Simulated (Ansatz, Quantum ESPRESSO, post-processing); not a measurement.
# 1T-HfO2, layer by layer, part 3 of 7

What does each added layer of 1T-HfO2 bring in screening, and what does it do to the gap?

Quantum ESPRESSO 7.5; plane-wave DFT, PBEsol, GBRV ultrasoft pseudopotentials; geometry by Ansatz 0.2.0 with PAW datasets.

So far. Step 3 (SCF with pw.x, 1 layer: no field): The run needed 11 iterations to bring the estimated error under 1e-09 Ry; the largest force on any atom, held or free, is 0.45 eV/Å. Step 6 (Potential by pp.x, 1 layer): The slope in the vacuum is 0.100 eV/Å for an applied 0.10 V/Å, as it should be.

### Step 7. Bands along a path, 1 layer: no field

A bands run reads the converged density and follows the path given under K_POINTS.

n1.f0.bands.in reads:

```
&control
  prefix = 'n1.f0.bands'
  outdir = './out'
  pseudo_dir = './pseudo'
  calculation = 'bands'
  tefield = .true.
  dipfield = .true.
/
&system
  ibrav = 0
  nat = 3
  ntyp = 2
  ecutwfc = 40
  ecutrho = 200
  occupations = 'smearing'
  smearing = 'fd'
  degauss = 0.004
  edir = 3
  emaxpos = 0.97
  eopreg = 0.04
  eamp = 0.0
  nbnd = 16
/
&electrons
  conv_thr = 1e-07
  mixing_beta = 0.4
  electron_maxstep = 120
  mixing_mode = 'local-TF'
/
ATOMIC_SPECIES
  O   15.9990  o_pbesol_v1.2.uspp.F.UPF
  Hf  178.4900  hf_pbesol_v1.uspp.F.UPF
CELL_PARAMETERS angstrom
  3.25150248224695 0.00000000000000 -0.00000000000000
  -1.62575124112348 2.81588375009402 0.00000000000000
  -0.00000000000000 0.00000000000000 19.51859087590000
ATOMIC_POSITIONS crystal
  O   0.666666666667 0.333333333333 0.450298592172
  Hf  -0.000000000000 0.000000000000 0.499999893591
  O   0.333333333333 0.666666666667 0.549701514236
K_POINTS crystal_b
4
  0.0000000000 0.0000000000 0.0000000000 12
  0.5000000000 0.0000000000 0.0000000000 12
  0.3333333333 0.3333333333 0.0000000000 12
  0.0000000000 0.0000000000 0.0000000000 1
```

Run with:

```sh
$ cp -r out/n1.f0.save out/n1.f0.bands.save
$ cp out/n1.f0.xml out/n1.f0.bands.xml
$ OMP_NUM_THREADS=1 mpirun -n 4 pw.x -nk 4 -in n1.f0.bands.in > n1.f0.bands.out
```

The log of the run:

```text
[banner, memory and clock lines left out]
Program PWSCF v.7.5 starts

          URL

     Presently no symmetry can be used with electric field

     Atomic positions and unit cell read from directory:
     ./out/n1.f0.bands.save/

     G-vector sticks info

     bravais-lattice index     =            0
     lattice parameter (alat)  =       6.1444  a.u.
     unit-cell volume          =    1205.9905 (a.u.)^3
     number of atoms/cell      =            3
     number of atomic types    =            2
     number of electrons       =        24.00
     number of Kohn-Sham states=           16
     kinetic-energy cutoff     =      40.0000  Ry
     charge density cutoff     =     200.0000  Ry
     Exchange-correlation= SLA  PW   PSX  PSC
                           (   1   4  10   8   0   0   0)

     celldm(1)=   6.144449  celldm(2)=   0.000000  celldm(3)=   0.000000
     celldm(4)=   0.000000  celldm(5)=   0.000000  celldm(6)=   0.000000

     crystal axes: (cart. coord. in units of alat)
               a(1) = (   1.000000   0.000000  -0.000000 )
               a(2) = (  -0.500000   0.866025   0.000000 )
               a(3) = (  -0.000000   0.000000   6.002945 )

     reciprocal axes: (cart. coord. in units 2 pi/alat)
               b(1) = (  1.000000  0.577350  0.000000 )
               b(2) = ( -0.000000  1.154701 -0.000000 )
               b(3) = (  0.000000  0.000000  0.166585 )

     PseudoPot. # 1 for O  read from file:
     ./pseudo/o_pbesol_v1.2.uspp.F.UPF
     Pseudo is Ultrasoft + core correction, Zval =  6.0
     Generated by new atomic code, or converted to UPF format
     Using radial grid of  737 points,  5 beta functions with:
                l(1) =   0
                l(2) =   0
                l(3) =   1
                l(4) =   1
                l(5) =   2
     Q(r) pseudized with  8 coefficients,  rinner =    0.900   0.900   0.900
                                                       0.900   0.900

     PseudoPot. # 2 for Hf read from file:
     ./pseudo/hf_pbesol_v1.uspp.F.UPF
     Pseudo is Ultrasoft + core correction, Zval = 12.0
     Generated by new atomic code, or converted to UPF format
     Using radial grid of  921 points,  8 beta functions with:
                l(1) =   0
                l(2) =   0
                l(3) =   0
                l(4) =   1
                l(5) =   1
                l(6) =   2
                l(7) =   2
                l(8) =   3
     Q(r) pseudized with  6 coefficients,  rinner =    1.200   1.200   1.200
                                                       1.200   1.200   1.200
                                                       1.200

     atomic species   valence    mass     pseudopotential
     O                 6.00    15.99900     O ( 1.00)
     Hf               12.00   178.49000     Hf( 1.00)

     No symmetry found

   Cartesian axes

     site n.     atom                  positions (alat units)
         1        O      tau(   1) = (   0.5000000   0.2886751   2.7031177  )
         2        Hf     tau(   2) = (  -0.0000000   0.0000000   3.0014719  )
         3        O      tau(   3) = (  -0.0000000   0.5773503   3.2998280  )

     number of k points=    37  Fermi-Dirac smearing, width (Ry)=  0.0040
                       cart. coord. in units 2pi/alat
        k(    1) = (   0.0000000   0.0000000   0.0000000), wk =   0.0540541
        k(    2) = (   0.0416667   0.0240563   0.0000000), wk =   0.0540541
        k(    3) = (   0.0833333   0.0481125   0.0000000), wk =   0.0540541
        k(    4) = (   0.1250000   0.0721688   0.0000000), wk =   0.0540541
        k(    5) = (   0.1666667   0.0962250   0.0000000), wk =   0.0540541
        k(    6) = (   0.2083333   0.1202813   0.0000000), wk =   0.0540541
        k(    7) = (   0.2500000   0.1443376   0.0000000), wk =   0.0540541
        k(    8) = (   0.2916667   0.1683938   0.0000000), wk =   0.0540541
        k(    9) = (   0.3333333   0.1924501   0.0000000), wk =   0.0540541
        k(   10) = (   0.3750000   0.2165064   0.0000000), wk =   0.0540541
        k(   11) = (   0.4166667   0.2405626   0.0000000), wk =   0.0540541
        k(   12) = (   0.4583333   0.2646189   0.0000000), wk =   0.0540541
        k(   13) = (   0.5000000   0.2886751   0.0000000), wk =   0.0540541
        k(   14) = (   0.4861111   0.3127314   0.0000000), wk =   0.0540541
        k(   15) = (   0.4722222   0.3367877   0.0000000), wk =   0.0540541
        k(   16) = (   0.4583333   0.3608439   0.0000000), wk =   0.0540541
        k(   17) = (   0.4444444   0.3849002   0.0000000), wk =   0.0540541
        k(   18) = (   0.4305556   0.4089564   0.0000000), wk =   0.0540541
        k(   19) = (   0.4166667   0.4330127   0.0000000), wk =   0.0540541
        k(   20) = (   0.4027778   0.4570690   0.0000000), wk =   0.0540541
        k(   21) = (   0.3888889   0.4811252   0.0000000), wk =   0.0540541
        k(   22) = (   0.3750000   0.5051815   0.0000000), wk =   0.0540541
        k(   23) = (   0.3611111   0.5292377   0.0000000), wk =   0.0540541
        k(   24) = (   0.3472222   0.5532940   0.0000000), wk =   0.0540541
        k(   25) = (   0.3333333   0.5773503   0.0000000), wk =   0.0540541
        k(   26) = (   0.3055556   0.5292377   0.0000000), wk =   0.0540541
        k(   27) = (   0.2777778   0.4811252   0.0000000), wk =   0.0540541
        k(   28) = (   0.2500000   0.4330127   0.0000000), wk =   0.0540541
        k(   29) = (   0.2222222   0.3849002   0.0000000), wk =   0.0540541
        k(   30) = (   0.1944444   0.3367877   0.0000000), wk =   0.0540541
        k(   31) = (   0.1666667   0.2886751   0.0000000), wk =   0.0540541
        k(   32) = (   0.1388889   0.2405626   0.0000000), wk =   0.0540541
        k(   33) = (   0.1111111   0.1924501   0.0000000), wk =   0.0540541
        k(   34) = (   0.0833333   0.1443376   0.0000000), wk =   0.0540541
        k(   35) = (   0.0555556   0.0962250   0.0000000), wk =   0.0540541
        k(   36) = (   0.0277778   0.0481125   0.0000000), wk =   0.0540541
        k(   37) = (   0.0000000   0.0000000   0.0000000), wk =   0.0540541

     Dense  grid:    57533 G-vectors     FFT dimensions: (  27,  27, 180)

     Smooth grid:    41285 G-vectors     FFT dimensions: (  25,  25, 150)

     Check: negative core charge=   -0.000016

     The potential is recalculated from file :
     ./out/n1.f0.bands.save/charge-density

     negative rho (up, down):  1.092E-01 0.000E+00

     Adding external electric field

     Computed dipole along edir(3) :
        Dipole               -0.0000 Ry au,         -0.0000 Debye
        Dipole field         -0.0000 Ry au,

        Potential amp.        0.0000 Ry
        Total length         35.4094 bohr

     Starting wfcs are   21 randomized atomic wfcs

     Band Structure Calculation
     Davidson diagonalization with overlap

     ethr =  4.17E-10,  avg # of iterations = 39.9

     End of band structure calculation

          k = 0.0000 0.0000 0.0000 (  5187 PWs)   bands (ev):

   -64.5016 -33.3760 -32.9244 -32.9244 -21.3542 -19.4765  -7.9855  -7.9855
    -7.6238  -5.0511  -4.6716  -4.6716   0.6751   0.6751   1.0128   2.3670

          k = 0.0417 0.0241 0.0000 (  5177 PWs)   bands (ev):

   -64.5010 -33.3731 -32.9390 -32.9270 -21.3260 -19.4944  -7.9776  -7.9638
    -7.6041  -5.0275  -4.7469  -4.6976   0.6755   0.7177   1.0687   2.3969

          k = 0.0833 0.0481 0.0000 (  5139 PWs)   bands (ev):

   -64.4992 -33.3648 -32.9816 -32.9344 -21.2438 -19.5458  -7.9535  -7.9002
    -7.5469  -5.0251  -4.8897  -4.7710   0.6644   0.8398   1.2306   2.4851

          k = 0.1250 0.0722 0.0000 (  5139 PWs)   bands (ev):

   -64.4964 -33.3517 -33.0484 -32.9463 -21.1148 -19.6249  -7.9138  -7.7994
    -7.4593  -5.2974  -4.8796  -4.8123   0.6372   1.0271   1.4563   2.6267

          k = 0.1667 0.0962 0.0000 (  5131 PWs)   bands (ev):

   -64.4928 -33.3350 -33.1334 -32.9617 -20.9513 -19.7216  -7.8628  -7.6693
    -7.3561  -5.6254  -5.0072  -4.6913   0.6033   1.2596   1.6765   2.8101

          k = 0.2083 0.1203 0.0000 (  5139 PWs)   bands (ev):

   -64.4885 -33.3179 -33.2277 -32.9797 -20.7720 -19.8201  -7.8180  -7.5207
    -7.2619  -5.9015  -5.1368  -4.5829   0.5704   1.5163   1.8281   2.9984

          k = 0.2500 0.1443 0.0000 (  5151 PWs)   bands (ev):

   -64.4839 -33.3449 -33.2807 -32.9989 -20.6081 -19.8938  -7.8265  -7.3674
    -7.1901  -6.0395  -5.2528  -4.5147   0.5416   1.7769   1.8852   3.2031

          k = 0.2917 0.1684 0.0000 (  5153 PWs)   bands (ev):

   -64.4794 -33.4387 -33.2644 -33.0179 -20.5088 -19.8988  -7.9459  -7.2247
    -7.0970  -6.0149  -5.3425  -4.5048   0.5152   1.8657   2.0240   3.4575

          k = 0.3333 0.1925 0.0000 (  5131 PWs)   bands (ev):

   -64.4751 -33.5284 -33.2444 -33.0356 -20.5015 -19.8143  -8.1529  -7.1065
    -6.9448  -5.8928  -5.3984  -4.5561   0.4879   1.8028   2.2434   3.7815

          k = 0.3750 0.2165 0.0000 (  5140 PWs)   bands (ev):

   -64.4714 -33.6044 -33.2266 -33.0507 -20.5452 -19.6885  -8.3741  -7.0209
    -6.7470  -5.7541  -5.4210  -4.6517   0.4572   1.7245   2.4243   4.1779

          k = 0.4167 0.2406 0.0000 (  5158 PWs)   bands (ev):

   -64.4686 -33.6620 -33.2128 -33.0624 -20.5952 -19.5732  -8.5585  -6.9678
    -6.5302  -5.6656  -5.4202  -4.7529   0.4258   1.6521   2.5588   4.6263

          k = 0.4583 0.2646 0.0000 (  5164 PWs)   bands (ev):

   -64.4668 -33.6979 -33.2040 -33.0697 -20.6308 -19.4955  -8.6783  -6.9407
    -6.3339  -5.6640  -5.4109  -4.8156   0.4010   1.6016   2.6417   5.0607

          k = 0.5000 0.2887 0.0000 (  5144 PWs)   bands (ev):

   -64.4662 -33.7100 -33.2009 -33.0721 -20.6435 -19.4683  -8.7196  -6.9326
    -6.2423  -5.6913  -5.4061  -4.8325   0.3915   1.5836   2.6699   5.2809

          k = 0.4861 0.3127 0.0000 (  5162 PWs)   bands (ev):

   -64.4662 -33.7080 -33.2007 -33.0763 -20.6365 -19.4739  -8.7069  -6.9433
    -6.2271  -5.6997  -5.4186  -4.8338   0.4031   1.5816   2.6564   5.2868

          k = 0.4722 0.3368 0.0000 (  5174 PWs)   bands (ev):

   -64.4660 -33.7019 -33.2000 -33.0887 -20.6158 -19.4904  -8.6692  -6.9723
    -6.1847  -5.7302  -5.4491  -4.8379   0.4358   1.5766   2.6177   5.3042

          k = 0.4583 0.3608 0.0000 (  5156 PWs)   bands (ev):

   -64.4657 -33.6917 -33.1988 -33.1087 -20.5822 -19.5172  -8.6071  -7.0126
    -6.1226  -5.7961  -5.4806  -4.8450   0.4838   1.5713   2.5587   5.3321

          k = 0.4444 0.3849 0.0000 (  5170 PWs)   bands (ev):

   -64.4652 -33.6777 -33.1972 -33.1358 -20.5369 -19.5536  -8.5217  -7.0574
    -6.0484  -5.9056  -5.4993  -4.8561   0.5380   1.5699   2.4857   5.3688

          k = 0.4306 0.4090 0.0000 (  5154 PWs)   bands (ev):

   -64.4647 -33.6600 -33.1953 -33.1688 -20.4814 -19.5983  -8.4147  -7.1020
    -6.0523  -5.9678  -5.5050  -4.8718   0.5884   1.5780   2.4057   5.4117

          k = 0.4167 0.4330 0.0000 (  5152 PWs)   bands (ev):

   -64.4642 -33.6388 -33.2066 -33.1932 -20.4180 -19.6499  -8.2882  -7.1433
    -6.2242  -5.8848  -5.5031  -4.8932   0.6257   1.6004   2.3245   5.4574

          k = 0.4028 0.4571 0.0000 (  5168 PWs)   bands (ev):

   -64.4636 -33.6145 -33.2480 -33.1911 -20.3488 -19.7068  -8.1449  -7.1796
    -6.4109  -5.8020  -5.4978  -4.9210   0.6451   1.6391   2.2466   5.5016

          k = 0.3889 0.4811 0.0000 (  5174 PWs)   bands (ev):

   -64.4631 -33.5873 -33.2914 -33.1890 -20.2764 -19.7672  -7.9884  -7.2102
    -6.6040  -5.7214  -5.4919  -4.9552   0.6471   1.6919   2.1746   5.5401

          k = 0.3750 0.5052 0.0000 (  5154 PWs)   bands (ev):

   -64.4626 -33.5575 -33.3353 -33.1871 -20.2034 -19.8294  -7.8228  -7.2347
    -6.7964  -5.6451  -5.4875  -4.9948   0.6373   1.7536   2.1091   5.5389

          k = 0.3611 0.5292 0.0000 (  5166 PWs)   bands (ev):

   -64.4622 -33.5256 -33.3785 -33.1856 -20.1325 -19.8914  -7.6532  -7.2533
    -6.9819  -5.5766  -5.4860  -5.0362   0.6224   1.8181   2.0493   5.5376

          k = 0.3472 0.5533 0.0000 (  5180 PWs)   bands (ev):

   -64.4619 -33.4920 -33.4196 -33.1846 -20.0665 -19.9514  -7.4867  -7.2664
    -7.1541  -5.5227  -5.4885  -5.0715   0.6095   1.8807   1.9932   5.5503

          k = 0.3333 0.5774 0.0000 (  5178 PWs)   bands (ev):

   -64.4618 -33.4571 -33.4571 -33.1843 -20.0080 -20.0078  -7.3632  -7.2748
    -7.2747  -5.4956  -5.4954  -5.0868   0.6042   1.9385   1.9385   5.5720

          k = 0.3056 0.5292 0.0000 (  5166 PWs)   bands (ev):

   -64.4622 -33.5173 -33.3852 -33.1858 -20.1037 -19.9223  -7.5825  -7.2810
    -7.0365  -5.5486  -5.5227  -5.0199   0.6311   1.8244   2.0360   5.4877

          k = 0.2778 0.4811 0.0000 (  5152 PWs)   bands (ev):

   -64.4637 -33.5520 -33.3141 -33.1904 -20.1681 -19.8913  -7.7430  -7.2837
    -6.8625  -5.6749  -5.5644  -4.8733   0.7157   1.6940   2.1146   5.3192

          k = 0.2500 0.4330 0.0000 (  5144 PWs)   bands (ev):

   -64.4662 -33.5566 -33.2531 -33.1923 -20.1941 -19.9242  -7.7974  -7.3002
    -6.8147  -5.7860  -5.6216  -4.7108   0.8458   1.5448   2.1829   5.0486

          k = 0.2222 0.3849 0.0000 (  5166 PWs)   bands (ev):

   -64.4699 -33.5297 -33.2363 -33.1600 -20.1785 -20.0222  -7.7481  -7.3502
    -6.8794  -5.8307  -5.7057  -4.5652   0.9933   1.3819   2.2333   4.5397

          k = 0.1944 0.3368 0.0000 (  5150 PWs)   bands (ev):

   -64.4744 -33.4727 -33.2515 -33.1065 -20.1783 -20.1228  -7.6170  -7.4407
    -7.0171  -5.8159  -5.7865  -4.4624   1.1237   1.2152   2.2396   4.0246

          k = 0.1667 0.2887 0.0000 (  5156 PWs)   bands (ev):

   -64.4795 -33.3908 -33.2738 -33.0570 -20.3786 -20.0326  -7.5590  -7.4604
    -7.1840  -5.9105  -5.6603  -4.4237   1.0562   1.2012   2.1824   3.5905

          k = 0.1389 0.2406 0.0000 (  5122 PWs)   bands (ev):

   -64.4849 -33.2983 -33.2914 -33.0151 -20.6040 -19.9177  -7.6828  -7.4377
    -7.2813  -5.8979  -5.4776  -4.4591   0.9175   1.1958   2.0645   3.2459

          k = 0.1111 0.1925 0.0000 (  5108 PWs)   bands (ev):

   -64.4902 -33.3225 -33.1849 -32.9814 -20.8324 -19.7916  -7.7938  -7.5922
    -7.3171  -5.7062  -5.2698  -4.5593   0.8089   1.1092   1.8760   2.9681

          k = 0.0833 0.1443 0.0000 (  5125 PWs)   bands (ev):

   -64.4948 -33.3442 -33.0834 -32.9559 -21.0410 -19.6696  -7.8811  -7.7480
    -7.4160  -5.3838  -5.0755  -4.6897   0.7357   0.9787   1.6050   2.7106

          k = 0.0556 0.0962 0.0000 (  5161 PWs)   bands (ev):

   -64.4985 -33.3613 -32.9994 -32.9383 -21.2083 -19.5679  -7.9411  -7.8742
    -7.5229  -5.0382  -4.9745  -4.7606   0.6954   0.8432   1.3074   2.5236

          k = 0.0278 0.0481 0.0000 (  5189 PWs)   bands (ev):

   -64.5008 -33.3722 -32.9439 -32.9279 -21.3167 -19.5002  -7.9748  -7.9568
    -7.5976  -5.0200  -4.7724  -4.7047   0.6789   0.7272   1.0878   2.4068

          k = 0.0000 0.0000 0.0000 (  5187 PWs)   bands (ev):

   -64.5016 -33.3760 -32.9244 -32.9244 -21.3542 -19.4765  -7.9855  -7.9855
    -7.6238  -5.0511  -4.6716  -4.6716   0.6751   0.6751   1.0128   2.3670

     XML data file, pseudopotentials, collected wavefunctions

                                        0.00s GPU  (     501 calls)
```

Run time: 13 s. Hardware: 4 MPI ranks of Intel Xeon Platinum 8259CL at 2.50GHz (Skylake/Cascade Lake), shared host; peak memory 0.33 GiB.

Read from the output:

- dipole along the normal: 0 e·Å
- valence top, on the run's zero: -4.424 eV
- conduction bottom, on the run's zero: 0.3915 eV

Band numbers count within the set of bands kept for display. Electronic bands along the path, in eV, zero at the highest filled level of the SCF mesh; v1 is the highest filled band, c1 the lowest empty one:

```csv
point,v4,v3,v2,v1,c1,c2,c3,c4
Γ,-3.20,-0.63,-0.25,-0.25,5.10,5.10,5.44,6.79
M,-1.82,-1.27,-0.98,-0.41,4.82,6.01,7.09,9.70
K,-2.85,-1.07,-1.07,-0.66,5.03,6.36,6.36,10.00
Γ,-3.20,-0.63,-0.25,-0.25,5.10,5.10,5.44,6.79
```

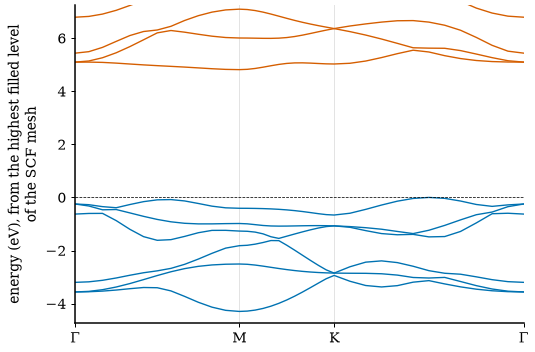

Electronic bands along the path; lines of filled and empty bands in two colours.

Along this path the valence top lies between K and Γ and the conduction bottom at M.

### Step 8. Polarisability from the dipole between 0 and 0.1 V/A, 1 layer

This step gave:

- change of slope in the vacuum: 0.10000 eV/Å
- polarisability a cell: 2.153 Å³
- sheet polarisability 4πα/A: 2.954 Å

The change of the potential energy, second field less first by z:

```csv
z (Å),"change of the potential energy, second field less first (eV)"
0,-0.414
2,-0.628
4,-0.428
6,-0.228
8,-0.0473
10,0.00334
12,0.0836
14,0.277
16,0.477
18,0.677
```

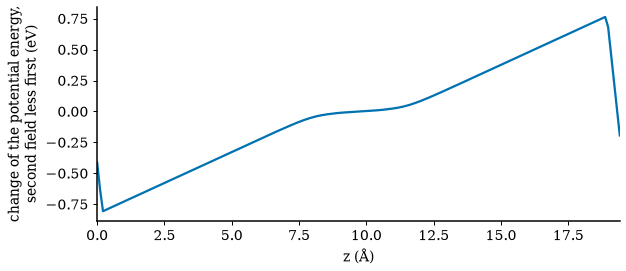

Change of the potential energy, second field less first against z.

(Part 3 of 7 ends here.)

[Logs are printed without paths, hosts, clocks, repeated set-up lines and the standing remarks that a program may print on its own settings, such as how far it seeks lower states.]

[Hosts, paths, dates, database ids (printed as entryN), source tags and the programs' standing remarks are cut or masked in the printed files.]

[Maps of the electrostatic potential energy from Ansatz leave out the sawtooth potential of an applied field or a dipole correction, so their vacuum need not be flat; planar profiles and work functions include it.]
